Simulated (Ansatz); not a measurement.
## Run report: CH5B, geometry relaxation

System: CH5B.
Method: RKS B3LYP-D4/def2-SVP (Ansatz 0.2.0).

It belongs to a series of runs on one base structure; here: end point B relaxed. Figures and captions count atoms from 1; the log counts them from 0 in places.

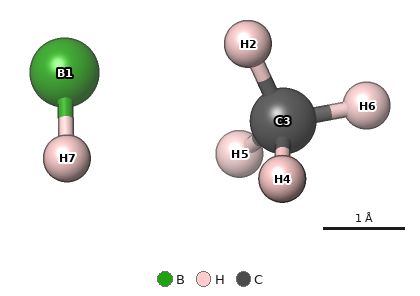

Figure 1. The input geometry (ball-and-stick view, seen at a tilt; atoms are numbered from 1 in the order of the input). Bond lengths as drawn: B–H 1.25 Å and C–H 1.10 to 1.11 Å.

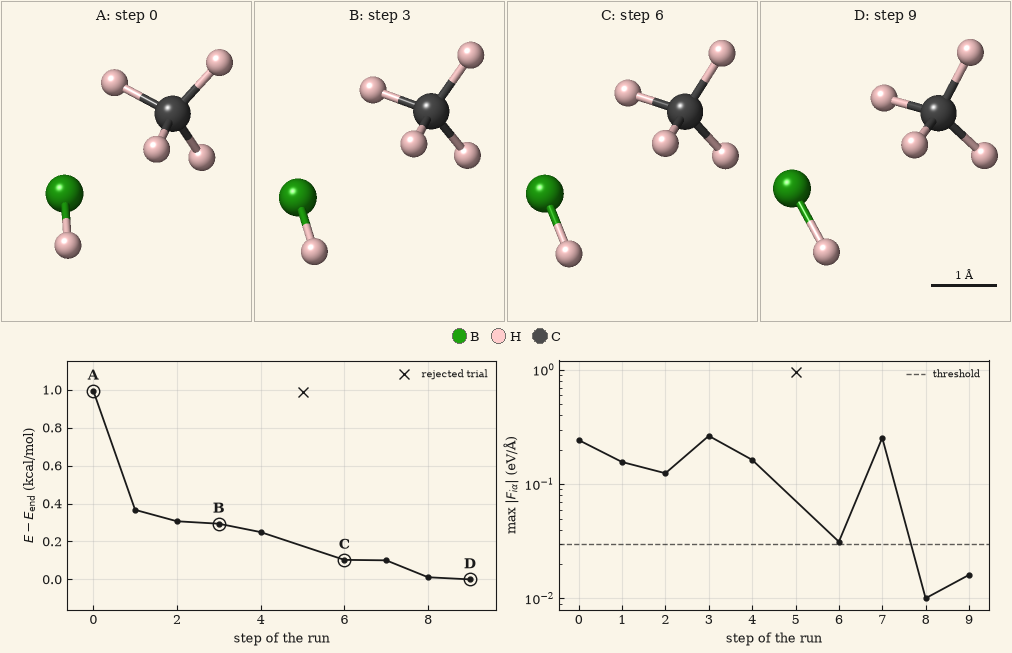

Figure 2. Frames of the relaxation (ball-and-stick view, seen at a tilt) above the curves, on which the letters mark them (the first geometry is step 0 here and step 1 in the log).

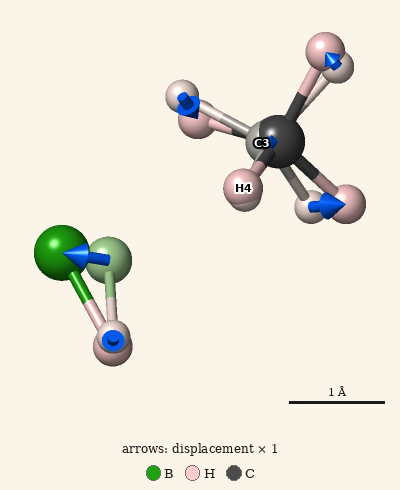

Figure 3. Start (faint) and end (solid) with the displacements as blue arrows, at true length (ball-and-stick view, seen at a tilt). The two geometries are laid on each other by the best rigid fit. B1 moves most after the best rigid fit: 0.52 Å. By element the largest moves are B 0.52 Å, H 0.44 Å, C 0.11 Å. Among the contacts that change: B1–H7 1.255 → 1.246 Å. Over 9 geometry steps the energy falls by 0.99 kcal/mol. The largest force component goes from 0.24 to 0.016 eV/Å. The line search rejected the trial step at point 5 (counted from 0) and went back. (Atoms are counted from 1 in the order of the input.)

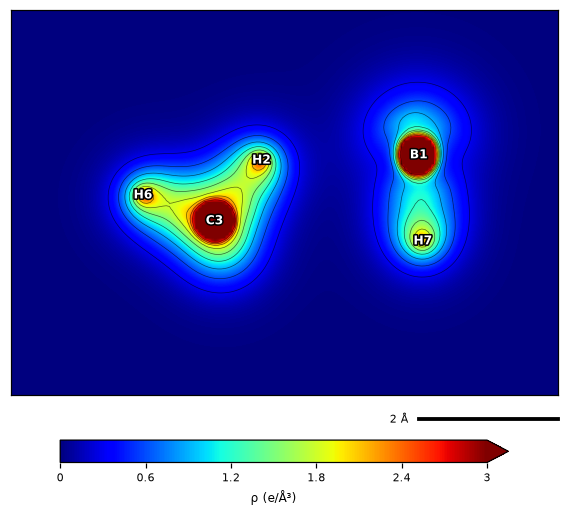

Figure 4. Total electron density on the plane of atoms H2, C3 and H6. C–H (1.11 Å): ρ is about 1.8 e/Å³ halfway. B–H (1.25 Å): ρ is about 1.2 e/Å³ halfway.

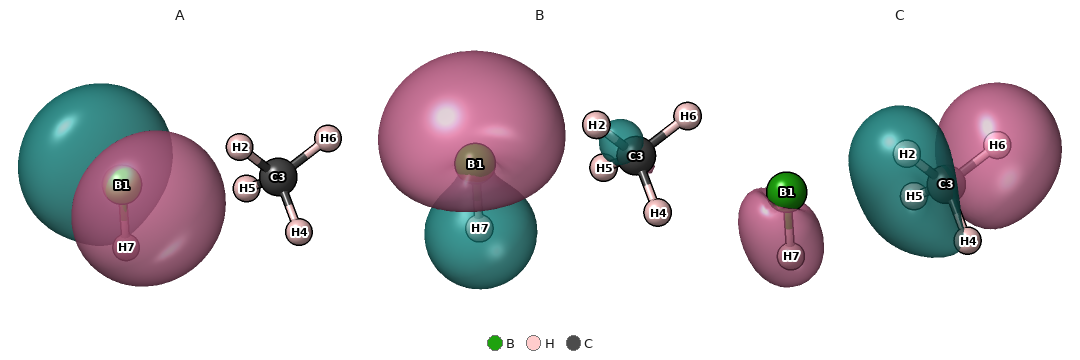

Figure 5. Three frontier orbitals at ±0.1 Å⁻³ᐟ² (teal and pink are the two phases). C is the HOMO−1 (−10.85 eV). It lies mainly on C3 (45 %), H6 (25 %) and H2 (15 %). B is the HOMO (−6.27 eV). By Hirshfeld shares it lies mainly on B1 (85 %) and H7 (15 %). A is the LUMO (−2.41 eV). By Hirshfeld shares it lies mainly on B1 (90 %). The HOMO–LUMO gap is 3.86 eV between the orbital energies.

The input that produced these results follows, with the program's output.

Input:
```yaml
crystal:
  periodic: [false, false, false]
  atoms:
    - { symbol: B, position_ang: [-0.914514, 0.397622, 0.020701] }
    - { symbol: H, position_ang: [1.134381, -0.060668, 1.158555] }
    - { symbol: C, position_ang: [1.851145, 0.014363, 0.318832] }
    - { symbol: H, position_ang: [1.989795, -0.96686, -0.157127] }
    - { symbol: H, position_ang: [1.503262, 0.746828, -0.4258] }
    - { symbol: H, position_ang: [2.812598, 0.366197, 0.729183] }
    - { symbol: H, position_ang: [-0.625668, -0.497582, -0.809444] }
basis:
  gaussian: { orbitals: def2-SVP }
hamiltonian:
  xc: b3lyp
  dispersion: d4
relax:
  f_tol: 0.03
  max_steps: 50
output:
  orbitals: {}
```

Launch command:
```bash
ansatz run input.yaml --threads 1 --pin off --max-ram 2048MiB --backend cpu --events-out ev --progress --plain --runs-dir out
```

Log:
```
The last accepted step is kept in [file] (removed where the run ends without a failure and the disk answers)
Engine: ansatz 0.2.0, aarch64-unknown-linux-gnu
Functional definition: B3LYP
  parameter a0 = 0.2
  parameter ax = 0.72
  parameter ac = 0.81
  exchange = (1 - a0 - ax)*slater_x + ax*b88_x + a0*exact_x
  correlation = (1 - ac)*vwn_rpa_c + ac*lyp_c
601 factors; integrals over basis functions are off by at most 2.6e-4 eV
mean field evaluation 1: about -1785.1580 eV, gradient 4.1e1 eV
mean field evaluation 2: about -1783.4006 eV, gradient 4.6e1 eV
mean field evaluation 4: about -1789.2825 eV, gradient 4.5e-1 eV
mean field evaluation 8: about -1789.2796 eV, gradient 1.4e-2 eV
mean field -1789.27956402 eV, -65.7548111604 hartree, gradient 4.6e-5 eV, S^2 0.000000; 0 other end points of the search recorded, 0 dependent functions left out
the calculation of the forces begins
reference -1789.27977857 eV, -65.7548190451 hartree; 8, 8 occupied and 45, 45 virtual orbitals, 601 factors
relax step   1: F+E_penalty+E_count = -1789.38732308 eV  Δ(F+E_penalty+E_count) = +0.000e0 eV  max|allowed force component| = 2.429e-1 eV/Å  Δτ_max = 0.0000 Å  (22 SCF iters, accepted)
these checks for a lower state are left out or cut short: starts, cluster_reference, orbital_swaps, neighbouring_geometries, increment
601 factors; integrals over basis functions are off by at most 2.6e-4 eV
mean field evaluation 16: about -1789.3184 eV, gradient 5.9e-2 eV
mean field -1789.31442121 eV, -65.7560921386 hartree, gradient 1.8e-5 eV, S^2 0.000000; 0 other end points of the search recorded, 0 dependent functions left out
the calculation of the forces begins
reference -1789.31463866 eV, -65.7561001298 hartree; 8, 8 occupied and 45, 45 virtual orbitals, 601 factors
relax step   2: F+E_penalty+E_count = -1789.41456378 eV  Δ(F+E_penalty+E_count) = -2.724e-2 eV  max|allowed force component| = 1.561e-1 eV/Å  Δτ_max = 0.1946 Å  (24 SCF iters, accepted)
these checks for a lower state are left out or cut short: starts, cluster_reference, orbital_swaps, neighbouring_geometries, increment
601 factors; integrals over basis functions are off by at most 2.6e-4 eV
mean field -1789.31990751 eV, -65.7562937564 hartree, gradient 7.9e-6 eV, S^2 0.000000; 0 other end points of the search recorded, 0 dependent functions left out
the calculation of the forces begins
reference -1789.32012651 eV, -65.7563018046 hartree; 8, 8 occupied and 45, 45 virtual orbitals, 601 factors
relax step   3: F+E_penalty+E_count = -1789.41717168 eV  Δ(F+E_penalty+E_count) = -2.608e-3 eV  max|allowed force component| = 1.245e-1 eV/Å  Δτ_max = 0.0729 Å  (25 SCF iters, accepted)
these checks for a lower state are left out or cut short: starts, cluster_reference, orbital_swaps, neighbouring_geometries, increment
601 factors; integrals over basis functions are off by at most 2.6e-4 eV
mean field evaluation 32: about -1789.3208 eV, gradient 8.5e-4 eV
mean field -1789.32084781 eV, -65.7563283119 hartree, gradient 1.4e-5 eV, S^2 0.000000; 0 other end points of the search recorded, 0 dependent functions left out
the calculation of the forces begins
reference -1789.32106706 eV, -65.7563363692 hartree; 8, 8 occupied and 45, 45 virtual orbitals, 601 factors
relax step   4: F+E_penalty+E_count = -1789.41773357 eV  Δ(F+E_penalty+E_count) = -5.619e-4 eV  max|allowed force component| = 2.643e-1 eV/Å  Δτ_max = 0.1231 Å  (24 SCF iters, accepted)
these checks for a lower state are left out or cut short: starts, cluster_reference, orbital_swaps, neighbouring_geometries, increment
601 factors; integrals over basis functions are off by at most 2.6e-4 eV
mean field -1789.32303568 eV, -65.7564087144 hartree, gradient 9.3e-6 eV, S^2 0.000000; 0 other end points of the search recorded, 0 dependent functions left out
the calculation of the forces begins
reference -1789.32325689 eV, -65.7564168440 hartree; 8, 8 occupied and 45, 45 virtual orbitals, 601 factors
relax step   5: F+E_penalty+E_count = -1789.41965009 eV  Δ(F+E_penalty+E_count) = -1.917e-3 eV  max|allowed force component| = 1.631e-1 eV/Å  Δτ_max = 0.0689 Å  (25 SCF iters, accepted)
these checks for a lower state are left out or cut short: starts, cluster_reference, orbital_swaps, neighbouring_geometries, increment
601 factors; integrals over basis functions are off by at most 2.8e-4 eV
mean field -1789.29256882 eV, -65.7552890781 hartree, gradient 2.6e-5 eV, S^2 0.000000; 0 other end points of the search recorded, 0 dependent functions left out
the calculation of the forces begins
reference -1789.29279030 eV, -65.7552972172 hartree; 8, 8 occupied and 45, 45 virtual orbitals, 601 factors
relax step   6: F+E_penalty+E_count = -1789.38759310 eV  Δ(F+E_penalty+E_count) = +3.206e-2 eV  max|allowed force component| = 9.600e-1 eV/Å  Δτ_max = 0.1951 Å  (24 SCF iters, rejected (line search))
these checks for a lower state are left out or cut short: starts, cluster_reference, orbital_swaps, neighbouring_geometries, increment
601 factors; integrals over basis functions are off by at most 2.7e-4 eV
mean field -1789.32935574 eV, -65.7566409725 hartree, gradient 6.0e-6 eV, S^2 0.000000; 0 other end points of the search recorded, 0 dependent functions left out
the calculation of the forces begins
reference -1789.32957712 eV, -65.7566491082 hartree; 8, 8 occupied and 45, 45 virtual orbitals, 601 factors
relax step   7: F+E_penalty+E_count = -1789.42599722 eV  Δ(F+E_penalty+E_count) = -6.347e-3 eV  max|allowed force component| = 3.136e-2 eV/Å  Δτ_max = 0.0974 Å  (24 SCF iters, accepted)
these checks for a lower state are left out or cut short: starts, cluster_reference, orbital_swaps, neighbouring_geometries, increment
601 factors; integrals over basis functions are off by at most 3.1e-4 eV
mean field -1789.32871501 eV, -65.7566174261 hartree, gradient 2.7e-5 eV, S^2 0.000000; 0 other end points of the search recorded, 0 dependent functions left out
the calculation of the forces begins
reference -1789.32893421 eV, -65.7566254816 hartree; 8, 8 occupied and 45, 45 virtual orbitals, 601 factors
relax step   8: F+E_penalty+E_count = -1789.42610338 eV  Δ(F+E_penalty+E_count) = -1.062e-4 eV  max|allowed force component| = 2.543e-1 eV/Å  Δτ_max = 0.0975 Å  (23 SCF iters, accepted)
these checks for a lower state are left out or cut short: starts, cluster_reference, orbital_swaps, neighbouring_geometries, increment
601 factors; integrals over basis functions are off by at most 3.5e-4 eV
mean field evaluation 64: about -1789.3210 eV, gradient 1.4e0 eV
mean field -1789.33181877 eV, -65.7567314872 hartree, gradient 9.0e-6 eV, S^2 0.000000; 0 other end points of the search recorded, 0 dependent functions left out
the calculation of the forces begins
reference -1789.33203653 eV, -65.7567394898 hartree; 8, 8 occupied and 45, 45 virtual orbitals, 601 factors
relax step   9: F+E_penalty+E_count = -1789.42996962 eV  Δ(F+E_penalty+E_count) = -3.866e-3 eV  max|allowed force component| = 1.004e-2 eV/Å  Δτ_max = 0.0527 Å  (25 SCF iters, accepted)
these checks for a lower state are left out or cut short: starts, cluster_reference, orbital_swaps, neighbouring_geometries, increment
601 factors; integrals over basis functions are off by at most 4.0e-4 eV
mean field -1789.33171418 eV, -65.7567276434 hartree, gradient 9.0e-6 eV, S^2 0.000000; 0 other end points of the search recorded, 0 dependent functions left out
the calculation of the forces begins
reference -1789.33193159 eV, -65.7567356333 hartree; 8, 8 occupied and 45, 45 virtual orbitals, 601 factors
relax step  10: F+E_penalty+E_count = -1789.43046002 eV  Δ(F+E_penalty+E_count) = -4.904e-4 eV  max|allowed force component| = 1.607e-2 eV/Å  Δτ_max = 0.0410 Å  (25 SCF iters, accepted)
601 factors; integrals over basis functions are off by at most 4.0e-4 eV
mean field -1789.33171418 eV, -65.7567276434 hartree, gradient 9.0e-6 eV, S^2 0.000000; 1 other end points of the search recorded, 0 dependent functions left out
the calculation of the forces begins
reference -1789.33193159 eV, -65.7567356333 hartree; 8, 8 occupied and 45, 45 virtual orbitals, 601 factors
Total energy: -1789.43067744 eV, -65.7603644762 hartree
Atom 0 at    -1.154775     0.033994     0.269916 Å, force     0.003224    -0.002392    -0.001130 eV/Å
Atom 1 at     1.030409     0.187182     0.890064 Å, force     0.005003     0.004638     0.001607 eV/Å
Atom 2 at     1.946219     0.051434     0.283402 Å, force     0.010844     0.009149    -0.008780 eV/Å
Atom 3 at     2.007048    -0.986292    -0.073127 Å, force    -0.000547     0.002112    -0.001264 eV/Å
Atom 4 at     1.932195     0.738314    -0.574947 Å, force    -0.000227    -0.011422     0.012398 eV/Å
Atom 5 at     2.812304     0.275845     0.922686 Å, force    -0.016074    -0.003032    -0.003829 eV/Å
Atom 6 at    -0.822401    -0.300578    -0.883094 Å, force    -0.002223     0.000948     0.000999 eV/Å
Dipole moment:     0.185290    -0.082448    -0.285475 e Å
```

Trajectory as extended XYZ (Å, eV, eV/Å), 10 frames, from step=1 to step=10:
```
7
Properties=species:S:1:pos:R:3:forces:R:3 step=1 energy=-1789.38732
B    -0.9145    0.3976    0.0207   -0.0996  -0.1047  -0.1242
H     1.1344   -0.0607    1.1586    0.0383   0.0261  -0.1522
C     1.8511    0.0144    0.3188    0.2429  -0.0734   0.1555
H     1.9898   -0.9669   -0.1571   -0.0148   0.0428   0.0141
H     1.5033    0.7468   -0.4258   -0.0132   0.0087   0.0140
H     2.8126    0.3662    0.7292   -0.0894  -0.0173  -0.0307
H    -0.6257   -0.4976   -0.8094   -0.0641   0.1179   0.1235
7
Properties=species:S:1:pos:R:3:forces:R:3 step=2 energy=-1789.41456
B    -1.1090    0.3989    0.0131   -0.0196  -0.0366  -0.0257
H     1.1423   -0.0662    1.0951    0.1191  -0.0022  -0.1561
C     1.9298    0.0124    0.3198    0.0144   0.1034   0.1512
H     2.1071   -0.9663   -0.1476   -0.0086   0.0110   0.0268
H     1.6272    0.7427   -0.4484    0.0101  -0.0470   0.0391
H     2.8532    0.3737    0.8046   -0.1073  -0.0666  -0.0653
H    -0.7995   -0.4954   -0.8017   -0.0081   0.0379   0.0301
7
Properties=species:S:1:pos:R:3:forces:R:3 step=3 energy=-1789.41717
B    -1.1799    0.3838    0.0206   -0.0016  -0.0197  -0.0033
H     1.1368   -0.0505    1.0598    0.1236   0.0070  -0.1245
C     1.9558    0.0179    0.3176   -0.0291   0.1094   0.1149
H     2.1302   -0.9631   -0.1453   -0.0029   0.0021   0.0152
H     1.6928    0.7547   -0.4595    0.0176  -0.0613   0.0555
H     2.8678    0.3577    0.8373   -0.1067  -0.0556  -0.0637
H    -0.8525   -0.5006   -0.7957   -0.0009   0.0182   0.0060
7
Properties=species:S:1:pos:R:3:forces:R:3 step=4 energy=-1789.41773
B    -1.2067    0.2892    0.0946   -0.0277   0.0478   0.0845
H     1.1275    0.0083    1.0248   -0.2643   0.0162   0.2361
C     1.9571    0.0281    0.3146    0.0499  -0.1607  -0.2164
H     2.1051   -0.9729   -0.1095    0.0024  -0.0483  -0.0436
H     1.7415    0.7416   -0.4878   -0.0137   0.0973  -0.1215
H     2.8604    0.3378    0.8420    0.2265   0.1000   0.1434
H    -0.8339   -0.4322   -0.8438    0.0270  -0.0523  -0.0826
7
Properties=species:S:1:pos:R:3:forces:R:3 step=5 energy=-1789.41965
B    -1.1899    0.2608    0.1173   -0.0718   0.0954   0.1603
H     1.1206    0.0248    1.0133   -0.1631   0.0176   0.1256
C     1.9663    0.0303    0.3148    0.0288  -0.1060  -0.1089
H     2.1141   -0.9753   -0.0995    0.0085  -0.0407  -0.0266
H     1.7719    0.7398   -0.4981   -0.0089   0.0720  -0.0883
H     2.8634    0.3401    0.8596    0.1333   0.0544   0.0827
H    -0.8955   -0.4206   -0.8725    0.0732  -0.0926  -0.1448
7
Properties=species:S:1:pos:R:3:forces:R:3 step=6 energy=-1789.38759 accepted=F
B    -1.2144    0.1194    0.2493    0.1721  -0.3625  -0.9405
H     1.0733    0.1155    0.9356    0.2271  -0.0249  -0.1676
C     1.9875    0.0407    0.3039   -0.1130   0.1090  -0.0130
H     2.1163   -0.9924   -0.0552   -0.0444   0.0681   0.0246
H     1.9025    0.7260   -0.5613    0.0293  -0.1511   0.2039
H     2.8581    0.3252    0.9188   -0.1151  -0.0034  -0.0674
H    -0.9722   -0.3345   -0.9562   -0.1561   0.3648   0.9600
7
Properties=species:S:1:pos:R:3:forces:R:3 step=7 energy=-1789.42600
B    -1.2057    0.1853    0.1767    0.0049  -0.0159  -0.0008
H     1.0873    0.0778    0.9747   -0.0152   0.0096   0.0057
C     1.9630    0.0354    0.3044    0.0149  -0.0111  -0.0314
H     2.0869   -0.9836   -0.0885   -0.0067   0.0083   0.0082
H     1.8277    0.7383   -0.5305    0.0039  -0.0038   0.0036
H     2.8541    0.3219    0.8808   -0.0064  -0.0003   0.0061
H    -0.8623   -0.3751   -0.8827    0.0046   0.0132   0.0086
7
Properties=species:S:1:pos:R:3:forces:R:3 step=8 energy=-1789.42610
B    -1.1944    0.1069    0.2337    0.0956  -0.1062  -0.2531
H     1.0571    0.1283    0.9378    0.0808  -0.0081  -0.0547
C     1.9557    0.0407    0.2951   -0.0039   0.0513  -0.0294
H     2.0569   -0.9911   -0.0742   -0.0219   0.0515   0.0232
H     1.8737    0.7331   -0.5591    0.0054  -0.0733   0.0836
H     2.8384    0.3070    0.8977   -0.0694  -0.0172  -0.0238
H    -0.8364   -0.3251   -0.8961   -0.0867   0.1020   0.2543
7
Properties=species:S:1:pos:R:3:forces:R:3 step=9 energy=-1789.42997
B    -1.1720    0.0622    0.2502    0.0088  -0.0075  -0.0072
H     1.0465    0.1598    0.9160   -0.0002   0.0020  -0.0054
C     1.9509    0.0464    0.2892   -0.0064   0.0003   0.0039
H     2.0294   -0.9892   -0.0697   -0.0020  -0.0005   0.0002
H     1.9001    0.7323   -0.5680    0.0050   0.0006  -0.0011
H     2.8254    0.2926    0.9080   -0.0016  -0.0003  -0.0004
H    -0.8293   -0.3042   -0.8908   -0.0035   0.0054   0.0100
7
Properties=species:S:1:pos:R:3:forces:R:3 step=10 energy=-1789.43046
B    -1.1548    0.0340    0.2699    0.0032  -0.0024  -0.0011
H     1.0304    0.1872    0.8901    0.0050   0.0046   0.0016
C     1.9462    0.0514    0.2834    0.0108   0.0091  -0.0088
H     2.0070   -0.9863   -0.0731   -0.0005   0.0021  -0.0013
H     1.9322    0.7383   -0.5749   -0.0002  -0.0114   0.0124
H     2.8123    0.2758    0.9227   -0.0161  -0.0030  -0.0038
H    -0.8224   -0.3006   -0.8831   -0.0022   0.0009   0.0010
```

Key numbers:

| quantity | value |
| --- | --- |
| outcome | converged |
| total energy | −1789.4307 eV |
| mean-field energy | −1789.3319 eV |
| largest force (length of the vector) at the end | 0.017 eV/Å |
| hardware | 1 thread of Arm Neoverse V2, 24 GiB of memory available, shared host |
| wall time | 9.4 s |
| peak memory | 0.11 GiB |
